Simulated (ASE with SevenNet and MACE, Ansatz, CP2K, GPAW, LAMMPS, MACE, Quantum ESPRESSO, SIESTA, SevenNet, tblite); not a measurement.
# Running amorphous 29Ga2O3-71GeO2 (mol %) (86 atoms) with machine-learned potentials

Aim: run amorphous 29Ga2O3-71GeO2 (mol %) (86 atoms) in machine-learned potentials and see how near its forces come to a plane-wave reference, and at what cost.

Main program and level: ASE with SevenNet and MACE; the method is named at each step.

## 1. The starting structure

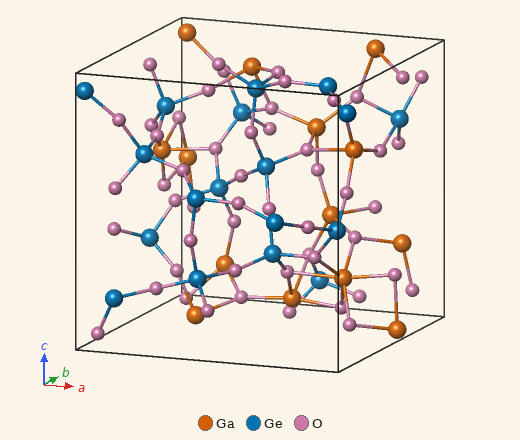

The cell as given, slightly off an axis (gallium orange, germanium blue, oxygen pink). Some periodic images of atoms are drawn too.

The cell holds 86 atoms: 14 Ga, 17 Ge and 55 O. Cell: a = 10.944 Å, b = 10.944 Å, c = 10.944 Å, α = 90.0°, β = 90.0°, γ = 90.0°. 86 atoms (14 Fe, 17 Ge, 55 O) placed at random at 3.74 g/cm³, melted at 5000 K for 10 ps at fixed volume with the Morse and Coulomb pair potential with partial charges (Pedone, Malavasi, Menziani, Cormack and Segre, J. Phys. Chem. B 110, 11780 (2006)). Quenched from 5000 K to 300 K at 100 K/ps and fixed volume, held 5 ps, then minimised at fixed cell. Then Fe was replaced by Ga and the cell scaled by 1.006 (the potential has no terms for the new elements, so the cell is a start for a DFT relaxation).

The yardstick, on the same geometry:

| Quantity | Value |
| --- | --- |
| method | Kohn-Sham DFT, PBE, SSSP efficiency 1.3.0 pseudopotentials, plane waves (Quantum ESPRESSO 7.5); sssp-pbe-1.3.0-efficiency, cutoffs 60/480 Ry, Γ point |
| r.m.s. force component | 0.7714 eV/Å |
| longest force | 2.305 eV/Å |
| pressure | -2.912 GPa |
| gap (highest filled to lowest empty level) | 1.092 eV |
| time | 6.5 min on 4 MPI ranks of Arm Neoverse V2, shared host |
| CPU time | 26 min |

## 2. SevenNet 0 potential

Method: machine-learned interatomic potential SevenNet 0, trained on PBE(+U) plane-wave data.

run.py reads:

```python
import numpy as np
from ase.io import read
import mlip  # loads the published weights by name

atoms = read("structure.xyz")
atoms.calc = mlip.calc("7net-0")
energy = atoms.get_potential_energy()
forces = atoms.get_forces()
print(f"energy {energy:.6f} eV")
print("forces (eV/A)")
for i, (a, f) in enumerate(zip(atoms, forces)):
    print(f"{i:4d} {a.symbol:2s} {f[0]:10.5f} {f[1]:10.5f} {f[2]:10.5f}")
stress = -atoms.get_stress(voigt=False) * 160.21766
print("stress (GPa, compression positive)")
for row in stress:
    print(" ".join(f"{x:10.4f}" for x in row))
```

structure.xyz reads:

```xyz
86
Lattice="10.94387 0.00000 0.00000 0.00000 10.94387 0.00000 0.00000 0.00000 10.94387" Properties=species:S:1:pos:R:3 pbc="T T T"
Ga 9.22262 5.88375 7.49020
Ga 0.41926 10.52844 5.54624
Ga 10.88302 6.22750 0.43294
Ga 4.35205 7.41108 10.06967
Ga 6.21382 6.94060 1.15972
Ga 8.74995 5.93464 2.35895
Ga 10.06639 8.76440 3.27145
Ga 6.78443 8.05338 7.73261
Ga 3.03561 7.87871 2.04650
Ga 2.89301 5.20206 0.56525
Ga 1.05980 8.86136 10.85610
Ga 7.21223 8.51159 4.21241
Ga 8.96325 8.75028 10.88313
Ga 0.52914 7.58640 6.43576
Ge 10.92778 0.96219 10.04910
Ge 5.73130 4.41279 9.92456
Ge 1.65154 5.20337 8.74164
Ge 8.97157 3.82663 10.38716
Ge 3.20929 6.86213 5.29103
Ge 3.33722 8.88817 7.87608
Ge 2.03731 2.03457 7.49841
Ge 1.52437 0.17215 2.12968
Ge 9.47389 3.48792 4.78160
Ge 6.18942 9.85485 1.27912
Ge 0.99031 5.17754 3.47599
Ge 6.53688 4.14532 3.50259
Ge 4.50023 1.41526 2.89006
Ge 5.85924 5.12436 6.70017
Ge 4.74581 0.65050 6.23658
Ge 8.15647 0.35206 5.62033
Ge 9.72866 9.33622 8.05173
O 3.72442 1.83572 7.03308
O 6.60331 8.61140 5.92950
O 4.19019 6.70575 1.08082
O 6.25366 8.61009 2.55091
O 3.07588 6.08118 9.30262
O 5.38537 0.26145 1.92929
O 8.38114 10.15022 4.29175
O 0.50232 9.41249 7.34509
O 3.51068 7.66312 3.82806
O 9.56188 7.75461 7.09108
O 9.83482 2.30719 10.21085
O 4.88600 8.11586 8.32741
O 2.22686 4.91960 2.33356
O 6.30717 4.33191 5.22001
O 7.22733 3.70658 10.45949
O 9.19143 10.54026 6.80643
O 1.88092 3.73022 7.87597
O 2.59556 8.87964 9.46174
O 2.83665 1.27649 2.40678
O 10.79886 6.19806 2.60300
O 3.94614 10.24182 7.01163
O 6.57398 5.56375 2.50264
O 1.26478 1.33636 8.92954
O 4.46390 0.79332 4.53011
O 2.63791 7.89567 6.59040
[... 26 atom lines left out ...]
O 0.72240 0.48635 0.61001
O 4.47517 5.98608 6.04430
O 8.31822 4.03938 3.52415
O 2.29427 9.58891 1.67901
```

Command:

```sh
> OMP_NUM_THREADS=1 python run.py > output.txt
```

Log:

```text
energy -521.084351 eV
forces (eV/A)
   0 Ga   -0.13554   -1.22288    0.00225
   1 Ga    0.59411    0.07053    0.38574
   2 Ga    0.57064   -0.44946   -0.09048
   3 Ga    0.39357   -0.32351   -0.26391
   4 Ga    0.42446    0.38076   -0.40148
   5 Ga   -0.22215    0.41643   -0.09653
   6 Ga    0.07688   -0.18819   -0.15062
   7 Ga   -0.16522    0.00571   -1.31171
   8 Ga   -0.65615   -0.14288    0.63587
   9 Ga    0.03132   -0.03489   -0.61768
  10 Ga    0.18377   -1.04029    0.82628
  11 Ga    0.26797    0.63537    0.23226
  12 Ga   -0.62188   -0.43328    1.40931
  13 Ga   -0.25258    0.62729    0.76118
  14 Ge    0.41512    0.87870   -0.87499
  15 Ge    0.01656    1.03953    0.14751
  16 Ge    0.77051    0.38789    0.08351
  17 Ge   -0.53056    0.37849   -1.18467
  18 Ge    0.71804   -0.75334   -1.09263
  19 Ge    0.50155    0.63529    0.18570
  20 Ge   -0.63213   -0.69851    0.10355
  21 Ge    0.54764   -0.59237    0.93051
  22 Ge   -0.43526    0.64305    1.07258
  23 Ge    0.27984   -0.43577    0.08841
[...]
78 O     1.39326    1.39817    0.62025
  79 O    -0.02355    0.47223    0.08696
  80 O     0.38208   -0.06761   -0.10861
  81 O    -0.76684   -0.62316   -1.34123
  82 O    -0.09898   -0.03710   -0.01411
  83 O    -0.18762   -0.11554    0.26001
  84 O     0.43465    0.30127   -1.48782
  85 O     0.37975   -1.29526   -1.29377
stress (GPa, compression positive)
   -2.9957    -0.5755    -0.1978
   -0.5755    -1.7436    -0.8308
   -0.1978    -0.8308    -4.1207
```

Run time: 6.9 s. Hardware: 1 thread of Arm Neoverse V2, shared host; peak memory 0.9 GiB.

Banners, paths, timers and routine set-up lines are dropped from the logs unmarked, and long logs keep their key lines alone; longer cuts are marked.

Numbers from this run, and their distance from the reference:

```
r.m.s. force component                  : 0.7609 eV/Å
r.m.s. difference of force components   : 90.29 meV/Å
longest difference of force vectors     : 352.6 meV/Å
force difference over r.m.s. force      : 11.7 %
slope of forces against the reference's : 0.9797
correlation of force components         : 0.9931
pressure                                : -2.953 GPa
pressure difference                     : -0.0416 GPa
```

Length of the force difference by element (eV/Å):

```csv
element,atoms,mean,most
Ga,14,0.19,0.26
Ge,17,0.18,0.35
O,55,0.12,0.25
```

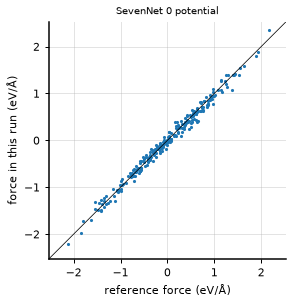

Force components against those of the reference; the line marks equality.

Local excerpt of 10 atoms (numbers count through the whole input) about O51, which bears the longest force; x, y, z are measured from there.

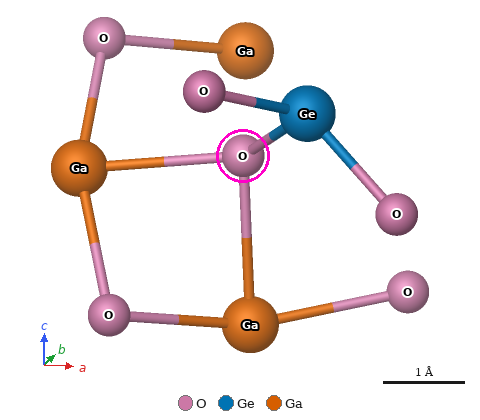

The atoms of the table, within 2.8 Å (arrows a, b, c point along x, y, z); some may hide others; the central atom is ringed.

```csv
atom,x,y,z,distance (Å),bonds,Fx,Fy,Fz (eV/Å)
O51,0.00,0.00,0.00,0.00,3,-1.98,0.84,-1.18
Ge25,1.14,-1.02,0.87,1.76,4,0.17,0.26,-0.63
Ga6,-2.05,-0.26,-0.24,2.08,6,-0.22,0.42,-0.10
Ga3,0.08,0.03,-2.17,2.17,5,0.57,-0.45,-0.09
O57,-1.33,-1.38,-1.81,2.64,3,1.09,0.93,1.40
O62,-2.16,1.22,1.06,2.70,3,0.63,0.28,-0.13
O44,2.37,-1.28,-0.27,2.71,2,1.39,-0.78,-1.07
O69,0.19,-2.35,1.41,2.75,2,0.51,-1.73,-0.08
Ga7,-0.73,2.57,0.67,2.75,4,0.08,-0.19,-0.15
O80,1.85,0.98,-1.85,2.79,4,-0.02,0.47,0.09
```

Atoms are counted from 1 here, from 0 in the log.

Forces lie 12 % from the reference's, at 0.0044 times its CPU time (on 1 against 4 cores).

## 3. MACE MP-0b2 small potential

Method: machine-learned interatomic potential MACE MP-0b2 small, trained on PBE(+U) plane-wave data.

Edit run.py of step 2 so:

```diff
@@ -5,3 +5,3 @@
 atoms = read("structure.xyz")
-atoms.calc = mlip.calc("7net-0")
+atoms.calc = mlip.calc("mace-mp-0b2-small")
 energy = atoms.get_potential_energy()
```

structure.xyz is that of step 2.

Log:

```text
energy -521.152997 eV
forces (eV/A)
   0 Ga   -0.26221   -1.11672   -0.14895
   1 Ga    0.56745   -0.16350    0.40898
   2 Ga    0.68010   -0.07926   -0.06397
   3 Ga    0.16925   -0.09673   -0.23110
   4 Ga    0.48454    0.43427   -0.25938
   5 Ga   -0.18604    0.65880   -0.17984
   6 Ga   -0.02156   -0.30719   -0.29217
   7 Ga   -0.07078   -0.01931   -1.40159
   8 Ga   -0.71229   -0.07017    0.41741
   9 Ga   -0.02114    0.02323   -0.33767
  10 Ga    0.05424   -1.52109    0.91113
  11 Ga    0.24086    0.72042    0.40361
  12 Ga   -0.54214   -0.57113    1.31585
  13 Ga   -0.47484    0.80786    0.77581
  14 Ge    0.31063    1.02662   -0.84711
  15 Ge    0.00702    0.97373    0.00158
  16 Ge    0.86513    0.29149   -0.12386
  17 Ge   -0.38183    0.28552   -1.25939
  18 Ge    0.71244   -0.82099   -0.95969
  19 Ge    0.27762    0.66596    0.24044
  20 Ge   -0.55990   -0.61115    0.22875
  21 Ge    0.65291   -0.34819    0.86615
  22 Ge   -0.49090    0.53314    1.28953
  23 Ge    0.19190   -0.38191    0.25799
[...]
78 O     1.36569    1.39315    0.59121
  79 O     0.18934    0.37584    0.25171
  80 O     0.33667   -0.02719   -0.08718
  81 O    -0.88848   -0.74244   -1.39311
  82 O    -0.16439    0.10426   -0.11119
  83 O    -0.17525   -0.16128    0.33476
  84 O     0.47232    0.29378   -1.48969
  85 O     0.49041   -1.32400   -1.15052
stress (GPa, compression positive)
   -2.7611    -0.4409    -0.2122
   -0.4409    -1.7398    -0.7109
   -0.2122    -0.7109    -4.0584
```

It took 5.8 s on 1 thread; peak memory 0.67 GiB.

Against the reference:

* r.m.s. force component: 0.7633 eV/Å
* r.m.s. difference of force components: 125.9 meV/Å
* longest difference of force vectors: 467.4 meV/Å
* force difference over r.m.s. force: 16.32 %
* slope of forces against the reference's: 0.9763
* correlation of force components: 0.9866
* pressure: -2.853 GPa
* pressure difference: 0.0586 GPa

Against the first run (12 %), the force difference from the reference is 16 %, at 0.84 times the CPU time.

## 4. MACE MPA-0 medium potential

Method: machine-learned interatomic potential MACE MPA-0 medium, trained on PBE(+U) plane-wave data.

Edit run.py of step 3 so:

```diff
@@ -5,3 +5,3 @@
 atoms = read("structure.xyz")
-atoms.calc = mlip.calc("mace-mp-0b2-small")
+atoms.calc = mlip.calc("mace-mpa-0-medium")
 energy = atoms.get_potential_energy()
```

structure.xyz is that of step 3.

Log:

```text
energy -520.366813 eV
forces (eV/A)
   0 Ga   -0.16157   -1.16035   -0.11344
   1 Ga    0.64953   -0.06140    0.39025
   2 Ga    0.67277   -0.20620   -0.22720
   3 Ga    0.21361   -0.42708   -0.36332
   4 Ga    0.57064    0.39989   -0.49347
   5 Ga   -0.06983    0.62345   -0.17461
   6 Ga    0.06126   -0.22280   -0.21262
   7 Ga   -0.10051    0.14456   -1.49267
   8 Ga   -0.70802   -0.31080    0.49522
   9 Ga    0.00308    0.00956   -0.51512
  10 Ga   -0.14732   -1.22897    0.69923
  11 Ga    0.13632    0.70575    0.58795
  12 Ga   -0.59995   -0.49429    1.29914
  13 Ga   -0.41853    0.80631    0.86264
  14 Ge    0.27958    0.85949   -0.91197
  15 Ge   -0.18233    1.18203    0.32774
  16 Ge    0.83805    0.54645   -0.06793
  17 Ge   -0.22162    0.28188   -1.20777
  18 Ge    0.67251   -0.77019   -1.01347
  19 Ge    0.40730    0.63537    0.31615
  20 Ge   -0.71624   -0.61358    0.02378
  21 Ge    0.36718   -0.38633    0.95939
  22 Ge   -0.40864    0.53613    1.39939
  23 Ge    0.32812   -0.46123   -0.05710
[...]
78 O     1.28961    1.23228    0.56225
  79 O     0.15599    0.35489    0.31229
  80 O     0.34205    0.06900   -0.16701
  81 O    -0.71846   -0.57515   -1.24286
  82 O    -0.09478   -0.00893   -0.10602
  83 O    -0.14852   -0.17503    0.25554
  84 O     0.40356    0.32254   -1.42674
  85 O     0.48117   -1.21645   -1.17303
stress (GPa, compression positive)
   -2.4037    -0.6139    -0.3030
   -0.6139    -1.2654    -0.8865
   -0.3030    -0.8865    -3.6300
```

The job ended after 7.2 s (1 thread; peak memory 0.98 GiB).

Numbers from this run, and their distance from the reference:

```yaml
r_m_s_force_component: 0.7503 eV/Å
r_m_s_difference_of_force_components: 82.79 meV/Å
longest_difference_of_force_vectors: 319.7 meV/Å
force_difference_over_r_m_s_force: 10.73 %
slope_of_forces_against_the_reference_s: 0.9672
correlation_of_force_components: 0.9945
pressure: -2.433 GPa
pressure_difference: 0.4787 GPa
```

Against the first run (12 %), the force difference from the reference is 11 %, at 1.0 times the CPU time.

## 5. Side by side

Differences are against the plane-wave reference, forces as r.m.s. over components; share is that over the reference's r.m.s. force, slope the least-squares factor from reference forces to these. Total energies of different programs have different zeros and aren't compared.

```csv
run,"Δ force, r.m.s. (meV/Å)",share (%),slope,Δ pressure (GPa),cores,CPU time,memory (GiB)
reference,-,-,-,-,4,26 min,4.2
SevenNet 0 potential,90.3,11.7,0.980,-0.0416,1,6.9 s,0.9
MACE MP-0b2 small potential,126,16.3,0.976,0.0586,1,5.8 s,0.67
MACE MPA-0 medium potential,82.8,10.7,0.967,0.479,1,7.2 s,0.98
```

Times of the machine-learned potentials are mostly Python's start and the loading of weights.

CPU time is summed over cores on a shared host, where runs went side by side, so it is rough. Symmetry, cutoffs, thresholds, outputs and thread counts weren't matched or tuned between programs; memory under MPI is the largest rank's times the ranks.

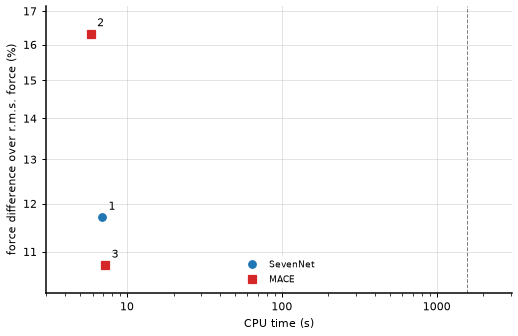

Force difference against CPU time; the dashed line marks the reference's time. Points: 1 SevenNet 0 potential; 2 MACE MP-0b2 small potential; 3 MACE MPA-0 medium potential.

## 6. Results

| Property | Result |
| --- | --- |
| nearest in forces | MACE MPA-0 medium potential, 11 % |
| its CPU time | 7.2 s |

**Reading.** Machine-learned potentials differ by 11 % (MACE MPA-0 medium potential) to 16 % (MACE MP-0b2 small potential); they were trained on other programs' data. The reference's pressure holds the uncorrected Pulay stress of its 60 Ry basis, so small pressure differences, and their order, may be the reference's own error. Machine-learned potentials mimic data converged in k, so the reference's own k-point error enters their differences. The quench rate of 100 K/ps is many orders above laboratory rates, so the cell is likely richer in defects and strain than a real sample. The network of bonds at the start is that of the classical potential that made the cell, and needn't be the one that DFT or experiment would give. The reference's pressure of -2.9 GPa belongs to a cell and atoms that aren't relaxed at this level. The electronic-structure runs sample only Γ, in a cell whose shortest periodic width is 11 Å.

[Also dropped from logs without a mark: logging warnings of Python, and SIESTA's first energy breakdown and zero terms.]

[Logs are printed without paths, hosts, clocks, repeated set-up lines and the standing remarks that a program may print on its own settings, such as how far it seeks lower states.]

[Hosts, paths, dates, database ids (printed as entryN), source tags and the programs' standing remarks are cut or masked in the printed files.]
